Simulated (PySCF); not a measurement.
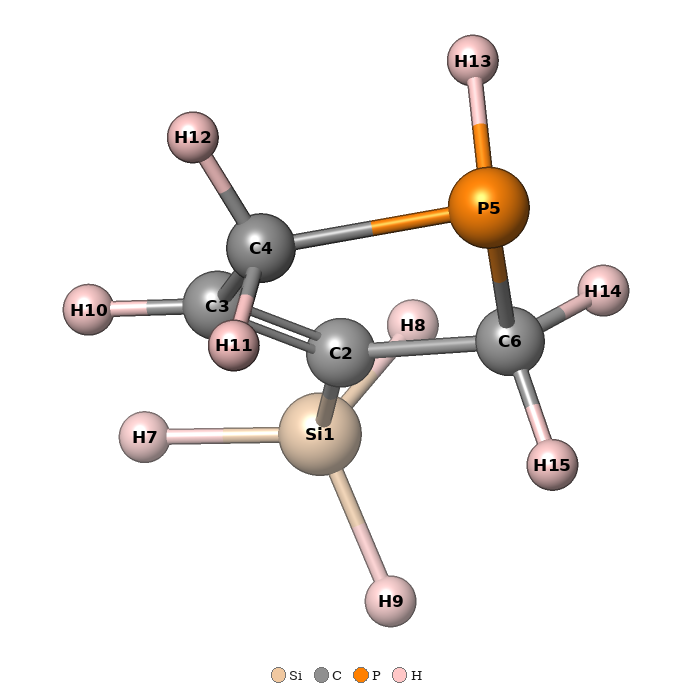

Atoms fade into the background with distance from the viewer. Computed geometry: GFN2-xTB optimisation. No frequency run is at hand to confirm it as a minimum.

Q: How is the 5-membered ring C2–C3–C4–P5–C6 puckered?

A: It is an envelope, with P5 as the flap. The Cremer–Pople amplitude Q is 0.27 Å.

Q: Give the torsion angles round the ring, beginning with the bond from its second to its third atom.

A: 16°, −20°, 20°, −16°, 0°.
